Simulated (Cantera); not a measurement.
Feed: 1 mol SiO2, 3.6 mol C, 7.2 mol N2, held at 0.00990 bar.

These are equilibrium values from Cantera (NASA tables, ideal gas, pure condensed phases), not measurements of a reactor. Candidate condensed phases: C, Si, SiC, SiO2, Si2N2O, Si3N4; 34 gas species. The tables' values for SiN are old estimates; treat these amounts as uncertain. Kinetics and transport are ignored.

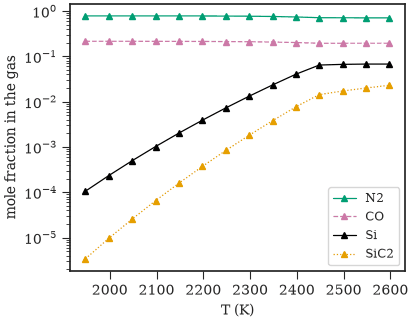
Figure: Equilibrium gas composition (values under 1e-9 drawn at 1e-9)

From 1948 K to 2398 K the condensed part is C(graphite) + SiC(s). From 2448 K to 2598 K the condensed part is C(graphite). The main Si-bearing gas is SiO at 1948 K and Si at 2598 K.
